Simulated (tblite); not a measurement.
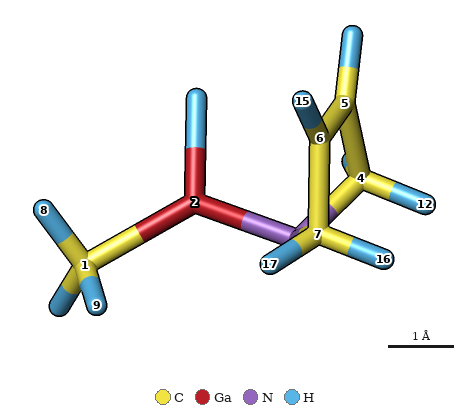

Fig. 1: The structure as given in the input (stick view, seen at a tilt; atoms are numbered from 1 in the order of the input). Sticks mark near contacts. Bond lengths as drawn: C–C 1.33 to 1.52 Å, C–Ga 1.97 Å, C–H 1.08 to 1.11 Å, C–N 1.46 Å, Ga–H 1.70 Å and Ga–N 1.88 Å.

Run report: C$_{5}$H$_{10}$GaN, geometry relaxation (part 1 of 4)

- system: C$_{5}$H$_{10}$GaN
- method: GFN2-xTB geometry optimisation, gas phase (tblite 0.8.0)

It belongs to a series of runs on one base structure; here: constitutional isomer.

Input file:
```
{"job": {"kind": "relax", "xc": "GFN2-xTB", "basis": "xTB"}, "charge": 0, "multiplicity": 1}
C      3.039900    -0.444100    -0.204100
Ga     1.122100    -0.747400     0.139600
N     -0.327100    -0.124200    -0.883800
C     -1.466600    -0.860800    -0.354700
C     -1.747700    -0.088600     0.920700
C     -1.386500     1.161400     0.632100
C     -0.869800     1.230800    -0.768700
H      3.321800    -0.212500     0.838000
H      2.926500     0.495900    -0.781200
H      3.736800    -1.080400    -0.747800
H      0.657600    -1.477300     1.604300
H     -2.308300    -0.716300    -1.050400
H     -1.254400    -1.925500    -0.152500
H     -2.155900    -0.475000     1.842400
H     -1.461000     1.991100     1.343600
H     -1.714900     1.274200    -1.475700
H     -0.119200     2.010600    -0.911800
```

The first line tells a small driver script what to run in tblite; the rest is the geometry in Å.

Run as:
```bash
OMP_NUM_THREADS=1 python <driver script> task.json out
```

What the program printed:
```
step      E/eV     max force
  0    -539.91781    1.771
  1    -540.03368    0.912
  2    -540.13092    0.670
  3    -540.18088    0.555
  4    -540.21731    0.534
  5    -540.24923    0.593
  6    -540.28402    0.544
  7    -540.32296    0.597
  8    -540.35923    0.511
  9    -540.38807    0.487
 10    -540.41514    0.346
 11    -540.43749    0.310
 12    -540.45279    0.243
 13    -540.46331    0.333
 14    -540.47379    0.317
 15    -540.48399    0.264
 16    -540.49189    0.196
 17    -540.49777    0.181
 18    -540.50315    0.186
 19    -540.50865    0.183
 20    -540.51437    0.152
 21    -540.52009    0.204
 22    -540.52564    0.203
 23    -540.53126    0.189
 24    -540.53764    0.249
 25    -540.54592    0.260
 26    -540.55723    0.381
 27    -540.57184    0.400
 28    -540.58866    0.303
 29    -540.60553    0.331
 30    -540.62080    0.356
 31    -540.63511    0.358
 32    -540.64946    0.342
 33    -540.65982    0.368
 34    -540.67180    0.418
 35    -540.68333    0.273
 36    -540.69697    0.242
 37    -540.70330    0.236
 38    -540.71218    0.253
 39    -540.71827    0.227
 40    -540.72560    0.200
 41    -540.73313    0.240
 42    -540.74116    0.241
 43    -540.75013    0.349
 44    -540.75979    0.279
 45    -540.76931    0.196
 46    -540.77371    0.172
 47    -540.77915    0.139
 48    -540.78172    0.120
 49    -540.78359    0.102
 50    -540.78469    0.069
 51    -540.78560    0.061
 52    -540.78625    0.058
 53    -540.78693    0.052
 54    -540.78755    0.061
 55    -540.78802    0.048
 56    -540.78832    0.045
 57    -540.78863    0.047
 58    -540.78915    0.052
 59    -540.78989    0.061
 60    -540.79064    0.062
 61    -540.79117    0.051
 62    -540.79151    0.033
 63    -540.79177    0.027
 64    -540.79196    0.026
 65    -540.79207    0.029
 66    -540.79214    0.024
 67    -540.79222    0.018
 68    -540.79230    0.018
 69    -540.79236    0.019
 70    -540.79240    0.014
 71    -540.79244    0.013
 72    -540.79248    0.013
 73    -540.79251    0.011
 74    -540.79253    0.010
```

Trajectory as extended XYZ (Å, eV, eV/Å), 46 of the 75 frames kept, from step=0 to step=74:
```
17
Properties=species:S:1:pos:R:3:forces:R:3 step=0 energy=-539.91781
C     3.0399   -0.4441   -0.2041   -0.1200   0.6410  -0.2310
Ga    1.1221   -0.7474    0.1396   -0.6330  -0.6580   0.8400
N    -0.3271   -0.1242   -0.8838   -0.1080  -0.3020  -1.2080
C    -1.4666   -0.8608   -0.3547   -0.0120  -0.4950   0.7880
C    -1.7477   -0.0886    0.9207   -0.1380   0.4570  -0.4230
C    -1.3865    1.1614    0.6321   -0.7480   0.5620   1.5040
C    -0.8698    1.2308   -0.7687    0.5210  -0.2870   0.5480
H     3.3218   -0.2125    0.8380    0.6230  -0.0180  -0.4950
H     2.9265    0.4959   -0.7812    0.4920  -0.0530   0.2300
H     3.7368   -1.0804   -0.7478   -0.0950  -0.0630   0.3820
H     0.6576   -1.4773    1.6043    0.2290   0.1500  -0.5780
H    -2.3083   -0.7163   -1.0504   -0.0460  -0.3920   0.0670
H    -1.2544   -1.9255   -0.1525   -0.0550   0.1510  -0.3010
H    -2.1559   -0.4750    1.8424   -0.0340   0.0080  -0.2590
H    -1.4610    1.9911    1.3436    0.0310  -0.1620  -0.5730
H    -1.7149    1.2742   -1.4757    0.2000   0.4800  -0.0390
H    -0.1192    2.0106   -0.9118   -0.1060  -0.0190  -0.2510
17
Properties=species:S:1:pos:R:3:forces:R:3 step=2 energy=-540.13092
C     3.0334   -0.4232   -0.2111   -0.2130  -0.1140   0.1000
Ga    1.0966   -0.7749    0.1741   -0.1450  -0.1870   0.1650
N    -0.3359   -0.1385   -0.9279   -0.3010  -0.1780   0.0710
C    -1.4689   -0.8705   -0.3324   -0.0830   0.1270  -0.2680
C    -1.7581   -0.0771    0.9135   -0.1440  -0.0670   0.0980
C    -1.4087    1.1751    0.6685    0.1690  -0.2300  -0.5120
C    -0.8553    1.2191   -0.7436   -0.0600   0.0430  -0.0050
H     3.3509   -0.2121    0.8167    0.5340   0.0990  -0.2120
H     2.9485    0.4999   -0.7746    0.3410   0.4110  -0.1170
H     3.7308   -1.0827   -0.7303   -0.1960  -0.0410   0.2450
H     0.6675   -1.4715    1.5793    0.0920  -0.0280  -0.2380
H    -2.3084   -0.7357   -1.0437   -0.0440  -0.3760   0.2230
H    -1.2560   -1.9254   -0.1631   -0.0110  -0.2110  -0.0230
H    -2.1574   -0.4746    1.8284   -0.1810  -0.1090  -0.0510
H    -1.4620    1.9982    1.3309   -0.1180   0.6150   0.2370
H    -1.7021    1.2963   -1.4724    0.3520   0.3630   0.3200
H    -0.1222    2.0097   -0.9221    0.0090  -0.1170  -0.0330
17
Properties=species:S:1:pos:R:3:forces:R:3 step=3 energy=-540.18088
C     3.0266   -0.4176   -0.2116   -0.2040  -0.0870   0.1100
Ga    1.0841   -0.7890    0.1903    0.0530   0.0790  -0.2080
N    -0.3453   -0.1474   -0.9429   -0.1770  -0.0390   0.4030
C    -1.4714   -0.8719   -0.3293   -0.0850   0.0150  -0.3290
C    -1.7647   -0.0739    0.9123   -0.0920  -0.2380   0.1190
C    -1.4137    1.1758    0.6724    0.3240   0.0870  -0.4420
C    -0.8509    1.2157   -0.7347   -0.0780   0.0790  -0.2250
H     3.3729   -0.2099    0.8043    0.4460   0.1340  -0.0740
H     2.9639    0.5098   -0.7745    0.2690   0.3070  -0.1050
H     3.7246   -1.0844   -0.7187   -0.2170  -0.0770   0.1310
H     0.6731   -1.4700    1.5650    0.0050  -0.1500  -0.0110
H    -2.3095   -0.7508   -1.0367   -0.1880  -0.3130   0.1380
H    -1.2568   -1.9296   -0.1676   -0.0180  -0.1750   0.0480
H    -2.1618   -0.4768    1.8224   -0.2430  -0.1340   0.0470
H    -1.4648    2.0132    1.3306   -0.1190   0.3360   0.0680
H    -1.6901    1.3120   -1.4647    0.2160   0.3020   0.2710
H    -0.1232    2.0069   -0.9266    0.1090  -0.1260   0.0590
17
Properties=species:S:1:pos:R:3:forces:R:3 step=5 energy=-540.24923
C     3.0091   -0.4070   -0.2082    0.1720   0.2580   0.0700
Ga    1.0703   -0.8012    0.1982    0.1890   0.3490  -0.4400
N    -0.3636   -0.1599   -0.9452    0.1190   0.1040   0.2360
C    -1.4798   -0.8791   -0.3345   -0.1190  -0.1200   0.1040
C    -1.7744   -0.0708    0.9113   -0.0560  -0.2370   0.1200
C    -1.4094    1.1787    0.6689    0.1490   0.3240   0.1350
C    -0.8443    1.2136   -0.7320    0.1070  -0.0010  -0.0430
H     3.4264   -0.1995    0.7832    0.1600   0.1280   0.0070
H     2.9997    0.5339   -0.7770    0.1290  -0.0870   0.0280
H     3.7030   -1.0922   -0.6970   -0.2850  -0.1190  -0.0610
H     0.6802   -1.4780    1.5472   -0.0740  -0.2720   0.1860
H    -2.3252   -0.7880   -1.0228   -0.3530  -0.1690  -0.0630
H    -1.2594   -1.9419   -0.1716   -0.0180  -0.0150   0.1080
H    -2.1821   -0.4869    1.8171   -0.1770   0.0160  -0.0870
H    -1.4743    2.0432    1.3262   -0.0590  -0.2700  -0.3200
H    -1.6673    1.3505   -1.4443   -0.2080   0.1870  -0.1030
H    -0.1159    1.9966   -0.9295    0.3260  -0.0760   0.1230
17
Properties=species:S:1:pos:R:3:forces:R:3 step=7 energy=-540.32296
C     3.0057   -0.3790   -0.1978    0.5000   0.3250   0.0320
Ga    1.0707   -0.7878    0.1756    0.1320   0.2220   0.0400
N    -0.3775   -0.1664   -0.9289   -0.0260  -0.0120  -0.3450
C    -1.4986   -0.8921   -0.3350   -0.0930  -0.0350   0.3240
C    -1.7837   -0.0700    0.9142   -0.0590   0.0000  -0.0540
C    -1.3961    1.1815    0.6675   -0.2130  -0.0380   0.3630
C    -0.8323    1.2136   -0.7321    0.0480   0.0140   0.1630
H     3.4946   -0.1781    0.7623   -0.0790   0.1050   0.1010
H     3.0472    0.5553   -0.7795    0.0340  -0.1840  -0.0020
H     3.6575   -1.1094   -0.6794   -0.2700  -0.1160  -0.2010
H     0.6827   -1.5069    1.5405   -0.0030  -0.1600  -0.0730
H    -2.3662   -0.8402   -1.0108   -0.0570   0.0040   0.0130
H    -1.2632   -1.9572   -0.1666   -0.0180   0.1670   0.1420
H    -2.2187   -0.4973    1.8077   -0.0750   0.1900  -0.1760
H    -1.4895    2.0622    1.3038    0.0080  -0.3910  -0.2860
H    -1.6570    1.4048   -1.4289   -0.1710   0.0100  -0.1880
H    -0.0825    1.9791   -0.9225    0.3420  -0.1030   0.1460
17
Properties=species:S:1:pos:R:3:forces:R:3 step=8 energy=-540.35923
C     3.0166   -0.3568   -0.1907    0.4030   0.1270   0.0160
Ga    1.0753   -0.7739    0.1630    0.1080   0.1380   0.2620
N    -0.3863   -0.1700   -0.9264   -0.2160  -0.0720  -0.4580
C    -1.5113   -0.8988   -0.3290   -0.0180   0.0420   0.1700
C    -1.7900   -0.0697    0.9152   -0.1100  -0.0250  -0.0920
C    -1.3928    1.1794    0.6720   -0.2170  -0.1530   0.1070
C    -0.8258    1.2146   -0.7291   -0.0520   0.0320   0.1320
H     3.5295   -0.1636    0.7542   -0.0850   0.0990   0.1840
H     3.0737    0.5632   -0.7816    0.0400  -0.0570  -0.1080
H     3.6255   -1.1218   -0.6754   -0.2090  -0.0690  -0.2100
H     0.6837   -1.5272    1.5356    0.0410  -0.0820  -0.2140
H    -2.3899   -0.8685   -1.0036    0.1450   0.0870   0.1170
H    -1.2657   -1.9619   -0.1597   -0.0150   0.1930   0.1740
H    -2.2410   -0.4984    1.7986   -0.0670   0.2140  -0.1190
H    -1.4979    2.0641    1.2859    0.0030  -0.2190  -0.0670
H    -1.6553    1.4344   -1.4245    0.0370  -0.0810  -0.0680
H    -0.0552    1.9667   -0.9145    0.2120  -0.1700   0.1730
17
Properties=species:S:1:pos:R:3:forces:R:3 step=10 energy=-540.41514
C     3.0503   -0.3189   -0.1788   -0.0200  -0.1590  -0.0110
Ga    1.0883   -0.7433    0.1575   -0.0010   0.1130   0.2720
N    -0.4140   -0.1795   -0.9448   -0.2220  -0.0720  -0.1780
C    -1.5311   -0.9072   -0.3157    0.0870   0.0800  -0.2080
C    -1.8071   -0.0723    0.9116   -0.1370  -0.0830  -0.0480
C    -1.3966    1.1690    0.6781   -0.0280  -0.0670  -0.3380
C    -0.8188    1.2167   -0.7197   -0.0820  -0.0840  -0.0670
H     3.5828   -0.1348    0.7525   -0.0030   0.0340   0.1570
H     3.1197    0.5755   -0.7932    0.0900   0.0900  -0.2010
H     3.5640   -1.1440   -0.6794   -0.0400   0.0720  -0.0890
H     0.6880   -1.5637    1.5148    0.0740  -0.0010  -0.2920
H    -2.4186   -0.9080   -0.9842    0.2170   0.1490   0.1520
H    -1.2701   -1.9598   -0.1378    0.0280   0.0580   0.2090
H    -2.2820   -0.4892    1.7804   -0.1340   0.1290   0.0720
H    -1.5121    2.0592    1.2584   -0.0430   0.0900   0.2840
H    -1.6465    1.4768   -1.4187    0.2860  -0.1120   0.0870
H    -0.0033    1.9356   -0.8910   -0.0710  -0.2370   0.2000
17
Properties=species:S:1:pos:R:3:forces:R:3 step=12 energy=-540.45279
C     3.0723   -0.3007   -0.1734   -0.2240  -0.0070  -0.0110
Ga    1.0954   -0.7159    0.1714   -0.0830   0.1500  -0.0060
N    -0.4402   -0.1893   -0.9702    0.1340  -0.0460   0.1980
C    -1.5373   -0.9101   -0.3143    0.0530  -0.0310  -0.0930
C    -1.8250   -0.0757    0.9046   -0.0330   0.0530   0.0190
C    -1.4053    1.1617    0.6711    0.0020   0.0880  -0.1380
C    -0.8167    1.2106   -0.7165    0.0240  -0.1440  -0.1040
H     3.6110   -0.1165    0.7604   -0.0130  -0.0610  -0.0930
H     3.1520    0.5832   -0.8108    0.0860  -0.0280  -0.0510
H     3.5253   -1.1525   -0.6889    0.0860   0.1100   0.0420
H     0.6952   -1.5862    1.4832    0.0500  -0.0170  -0.1900
H    -2.4237   -0.9203   -0.9660   -0.0350   0.0700  -0.0570
H    -1.2706   -1.9529   -0.1108    0.0570  -0.0690   0.1410
H    -2.3148   -0.4736    1.7730   -0.1380   0.0600   0.0650
H    -1.5224    2.0540    1.2553   -0.0320   0.0030   0.1990
H    -1.6267    1.4941   -1.4146    0.1520  -0.0010  -0.0500
H     0.0247    1.9020   -0.8634   -0.0850  -0.1300   0.1310
17
Properties=species:S:1:pos:R:3:forces:R:3 step=13 energy=-540.46331
C     3.0728   -0.2964   -0.1726   -0.1800   0.0600  -0.0270
Ga    1.0948   -0.7052    0.1769   -0.0740   0.1390  -0.0880
N    -0.4445   -0.1934   -0.9740    0.2240  -0.0520   0.2410
C    -1.5371   -0.9114   -0.3162   -0.0100  -0.0720   0.0630
C    -1.8309   -0.0751    0.9026   -0.0020   0.0820   0.0230
C    -1.4087    1.1619    0.6660   -0.0460   0.0840   0.0380
C    -0.8157    1.2050   -0.7180    0.0520  -0.0930  -0.0270
H     3.6174   -0.1133    0.7608   -0.0440  -0.0760  -0.1590
H     3.1625    0.5843   -0.8171    0.0610  -0.0680   0.0110
H     3.5176   -1.1516   -0.6908    0.0830   0.1020   0.0730
H     0.6988   -1.5920    1.4688    0.0360  -0.0350  -0.1370
H    -2.4246   -0.9208   -0.9622   -0.0800   0.0240  -0.1150
H    -1.2693   -1.9522   -0.0997    0.0410  -0.0600   0.0910
H    -2.3268   -0.4672    1.7727   -0.0980   0.0680  -0.0050
H    -1.5258    2.0524    1.2602   -0.0120  -0.0790   0.0840
H    -1.6168    1.4977   -1.4148    0.0540   0.0270  -0.1470
H     0.0293    1.8893   -0.8524   -0.0040  -0.0510   0.0810
17
Properties=species:S:1:pos:R:3:forces:R:3 step=15 energy=-540.48399
C     3.0653   -0.2842   -0.1729    0.0040   0.0860  -0.0920
Ga    1.0907   -0.6756    0.1814    0.0100   0.0050  -0.0990
N    -0.4420   -0.2054   -0.9661    0.0870  -0.0270   0.1840
C    -1.5397   -0.9181   -0.3145   -0.0920  -0.0610   0.2400
C    -1.8438   -0.0705    0.9003   -0.0240   0.0240   0.0010
C    -1.4178    1.1647    0.6578   -0.0990  -0.0100   0.2060
C    -0.8113    1.1912   -0.7208    0.0410   0.0890   0.1250
H     3.6292   -0.1104    0.7516   -0.0990  -0.0510  -0.1350
H     3.1882    0.5845   -0.8295   -0.0090  -0.0310   0.0520
H     3.5043   -1.1445   -0.6893    0.0220   0.0430   0.0840
H     0.7080   -1.6073    1.4319    0.0290  -0.0450  -0.0610
H    -2.4306   -0.9232   -0.9604    0.0380  -0.0640  -0.0900
H    -1.2652   -1.9541   -0.0724   -0.0420   0.0020  -0.0050
H    -2.3574   -0.4501    1.7699   -0.0240   0.0760  -0.1010
H    -1.5335    2.0454    1.2733    0.0170  -0.1090  -0.0910
H    -1.5936    1.5079   -1.4244    0.0030  -0.0210  -0.2030
H     0.0421    1.8617   -0.8260    0.1390   0.0940  -0.0160
17
Properties=species:S:1:pos:R:3:forces:R:3 step=16 energy=-540.49189
C     3.0615   -0.2771   -0.1749    0.0530   0.0460  -0.0970
Ga    1.0894   -0.6620    0.1799    0.0590  -0.0830  -0.0480
N    -0.4389   -0.2112   -0.9564   -0.0580   0.0230   0.1190
C    -1.5432   -0.9222   -0.3092   -0.0670  -0.0120   0.1840
C    -1.8501   -0.0684    0.9000   -0.0630  -0.0160  -0.0030
C    -1.4230    1.1654    0.6573   -0.0670  -0.0420   0.1250
C    -0.8087    1.1874   -0.7196    0.0220   0.1320   0.1320
H     3.6326   -0.1101    0.7442   -0.1000  -0.0190  -0.0590
H     3.1997    0.5844   -0.8339   -0.0290   0.0410   0.0140
H     3.4986   -1.1405   -0.6864    0.0010  -0.0070   0.0510
H     0.7127   -1.6155    1.4144    0.0370  -0.0360  -0.0470
H    -2.4328   -0.9264   -0.9615    0.1200  -0.0890  -0.0350
H    -1.2644   -1.9556   -0.0603   -0.0770   0.0100  -0.0190
H    -2.3719   -0.4411    1.7665   -0.0300   0.0510  -0.0690
H    -1.5369    2.0407    1.2774    0.0100  -0.0370  -0.0850
H    -1.5829    1.5123   -1.4329    0.0620  -0.0710  -0.1300
H     0.0512    1.8517   -0.8146    0.1280   0.1100  -0.0330
17
Properties=species:S:1:pos:R:3:forces:R:3 step=18 energy=-540.50315
C     3.0590   -0.2651   -0.1823    0.0430  -0.0310  -0.0540
Ga    1.0916   -0.6495    0.1754    0.0840  -0.1590  -0.0020
N    -0.4401   -0.2166   -0.9374   -0.1050   0.0810   0.0120
C    -1.5509   -0.9276   -0.2946    0.0260   0.0580  -0.0430
C    -1.8634   -0.0665    0.8998   -0.1050  -0.0010   0.0200
C    -1.4322    1.1646    0.6605    0.0130  -0.0040  -0.0830
C    -0.8036    1.1889   -0.7116    0.0090   0.0550   0.0330
H     3.6342   -0.1094    0.7319   -0.0710   0.0380   0.0720
H     3.2151    0.5889   -0.8403   -0.0320   0.1240  -0.0680
H     3.4897   -1.1370   -0.6801    0.0060  -0.0670  -0.0400
H     0.7214   -1.6294    1.3883    0.0510  -0.0390  -0.0210
H    -2.4297   -0.9377   -0.9638    0.1320  -0.0890   0.0230
H    -1.2680   -1.9580   -0.0445   -0.0780  -0.0130   0.0180
H    -2.3954   -0.4274    1.7595   -0.0970  -0.0160   0.0650
H    -1.5418    2.0351    1.2789   -0.0290   0.1070   0.0190
H    -1.5631    1.5154   -1.4489    0.1510  -0.0970   0.0480
H     0.0702    1.8432   -0.8006    0.0000   0.0510   0.0000
17
Properties=species:S:1:pos:R:3:forces:R:3 step=20 energy=-540.51437
C     3.0601   -0.2545   -0.1951    0.0190  -0.0260  -0.0060
Ga    1.0993   -0.6508    0.1705    0.0310  -0.1240  -0.0570
N    -0.4456   -0.2164   -0.9186    0.1140   0.0000  -0.0410
C    -1.5565   -0.9295   -0.2805    0.0740   0.0490  -0.1230
C    -1.8843   -0.0628    0.9007   -0.0680   0.0800   0.0240
C    -1.4428    1.1652    0.6623    0.0020   0.0890  -0.0770
C    -0.7966    1.1940   -0.6999    0.0390  -0.0880  -0.0510
H     3.6278   -0.1066    0.7245   -0.0440   0.0730   0.0930
H     3.2264    0.6010   -0.8506   -0.0290   0.0430  -0.0550
H     3.4833   -1.1380   -0.6771    0.0360  -0.0400  -0.1080
H     0.7344   -1.6459    1.3610    0.0530  -0.0840   0.0370
H    -2.4165   -0.9551   -0.9663   -0.0190  -0.0480  -0.0180
H    -1.2776   -1.9605   -0.0281   -0.0150   0.0030   0.0660
H    -2.4252   -0.4145    1.7572   -0.1130  -0.0300   0.0880
H    -1.5484    2.0358    1.2803   -0.0560   0.1270   0.0460
H    -1.5331    1.5103   -1.4629    0.0750  -0.0090   0.1180
H     0.0882    1.8403   -0.7873   -0.0990  -0.0140   0.0640
17
Properties=species:S:1:pos:R:3:forces:R:3 step=21 energy=-540.52009
C     3.0615   -0.2499   -0.2028    0.0160  -0.0110   0.0090
Ga    1.1045   -0.6553    0.1667    0.0090  -0.0970  -0.0830
N    -0.4452   -0.2161   -0.9095    0.1900  -0.0660  -0.0310
C    -1.5572   -0.9291   -0.2754    0.0480   0.0200  -0.0690
C    -1.8974   -0.0585    0.9015   -0.0270   0.0960  -0.0040
C    -1.4493    1.1679    0.6619   -0.0340   0.1000  -0.0040
C    -0.7918    1.1948   -0.6945    0.0530  -0.1210  -0.0370
H     3.6209   -0.1037    0.7234   -0.0340   0.0760   0.0520
H     3.2304    0.6081   -0.8577   -0.0270  -0.0330  -0.0160
H     3.4821   -1.1391   -0.6787    0.0520   0.0090  -0.1100
H     0.7430   -1.6567    1.3470    0.0530  -0.1090   0.0640
H    -2.4084   -0.9646   -0.9686   -0.0840  -0.0190  -0.0460
H    -1.2834   -1.9612   -0.0174    0.0220   0.0380   0.0750
H    -2.4438   -0.4077    1.7583   -0.0730  -0.0040   0.0160
H    -1.5530    2.0387    1.2826   -0.0570   0.0920   0.0050
H    -1.5148    1.5055   -1.4684   -0.0130   0.0490   0.0940
H     0.0949    1.8389   -0.7785   -0.0930  -0.0200   0.0860
```
